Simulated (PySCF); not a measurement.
## Electronic structure of C$_{7}$H$_{8}$ (SMILES C=C(C)C=C1C=C1) in real space

```yaml
atoms:
  - { symbol: C, position_ang: [-1.8158, -1.4621, -0.5385] }
  - { symbol: C, position_ang: [-0.8391, -0.7195, -0.0197] }
  - { symbol: C, position_ang: [-0.4822, -0.7902, 1.4361] }
  - { symbol: C, position_ang: [-0.0735, 0.1992, -0.8471] }
  - { symbol: C, position_ang: [0.9053, 0.9659, -0.4021] }
  - { symbol: C, position_ang: [1.9407, 1.9612, -0.5978] }
  - { symbol: C, position_ang: [1.7842, 1.4842, 0.6278] }
  - { symbol: H, position_ang: [-2.0716, -1.4106, -1.5833] }
  - { symbol: H, position_ang: [-2.3919, -2.1456, 0.0610] }
  - { symbol: H, position_ang: [-0.6044, 0.1872, 1.9008] }
  - { symbol: H, position_ang: [0.5573, -1.0933, 1.5539] }
  - { symbol: H, position_ang: [-1.1155, -1.5053, 1.9545] }
  - { symbol: H, position_ang: [-0.3399, 0.2432, -1.8949] }
  - { symbol: H, position_ang: [2.4551, 2.6122, -1.2624] }
  - { symbol: H, position_ang: [2.0866, 1.4816, 1.6474] }
```

Geometry: GFN2-xTB.

All numbers below come from PySCF 2.14.0, PBE0/pcSseg-1, SCF density, gas phase, non-relativistic.

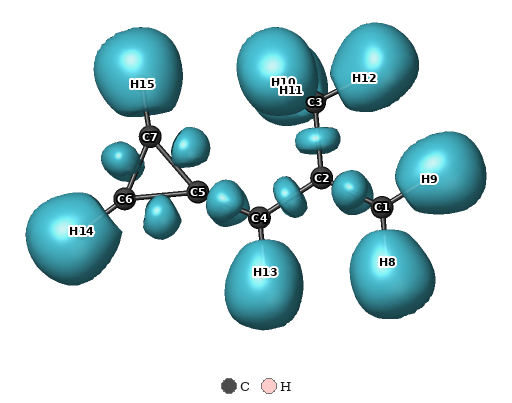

Figure 1. Isosurface of the electron localisation function at 0.8 (cyan), seen across its widest extent. Core shells and regions of very low density are left out.

Identify the bonds, lone pairs and shells in this picture.

At this value the surface marks out seven regions between bonded C–C atoms (shared pairs) and eight regions around hydrogen nuclei.


C–C (1.32 Å): the ELF peaks at about 0.90 between the atoms; a multiple bond. C–H (1.06 Å): the ELF climbs to about 1 towards the hydrogen, as it does in any bond to H (an ordinary covalent bond to hydrogen).

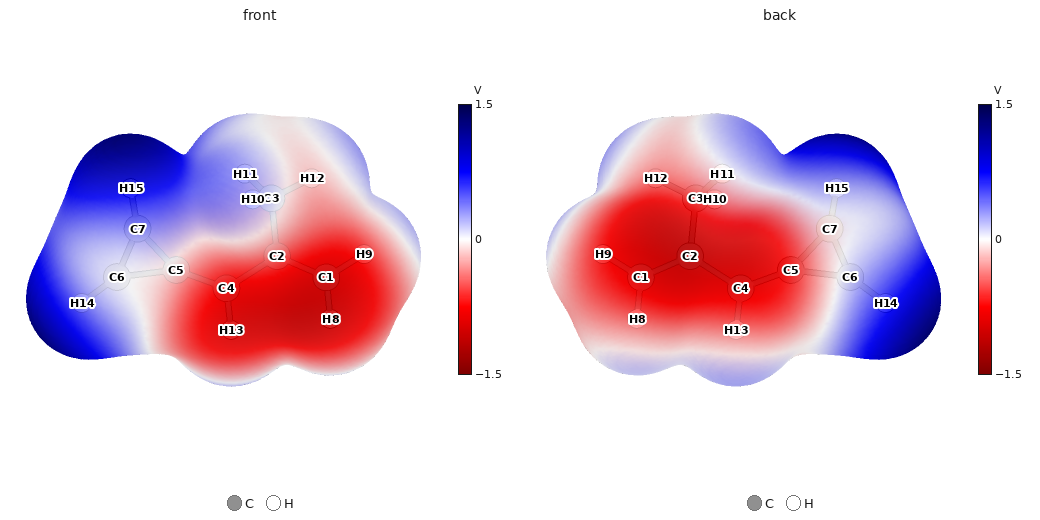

Figure 2. The electrostatic potential painted on the density surface at 0.001 e/bohr³, seen from the front and from behind; the colour scale runs from red (negative) to blue (positive).

Describe the electrostatic potential map.

The most negative region (about −1.1 V) lies over the π face of C1 and C2, the most positive (about +1.3 V) over H14 and H15.

How polar is the molecule by this calculation?

Its dipole moment is 2.94 D.

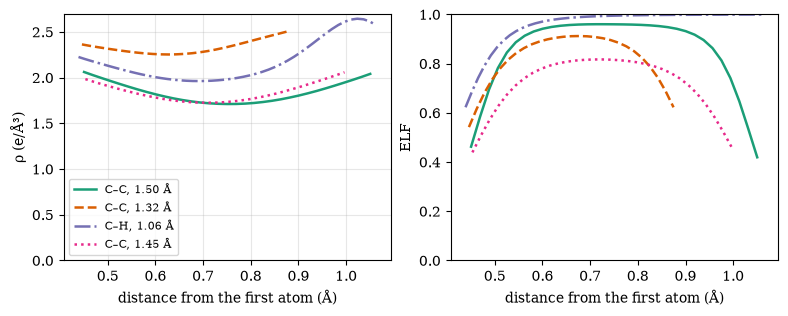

Figure 3. Total electron density and ELF along straight lines between neighbouring atoms. The curves leave out the atomic cores.

Compare the contacts.

C–C (1.50 Å): ρ at the midpoint is about 1.7 e/Å³; the ELF peaks at about 0.95 between the atoms: a shared electron pair.
C–C (1.32 Å): ρ is about 2.3 e/Å³ halfway; the ELF peaks at about 0.90 between the atoms: a short, multiple covalent bond.
C–H (1.06 Å): ρ is about 2.1 e/Å³ halfway; the ELF climbs to about 1 towards the hydrogen: a covalent bond by its length.
C–C (1.45 Å): ρ at the midpoint is about 1.7 e/Å³; the ELF peaks at about 0.80 between the atoms, as expected for localised, covalent bonding.
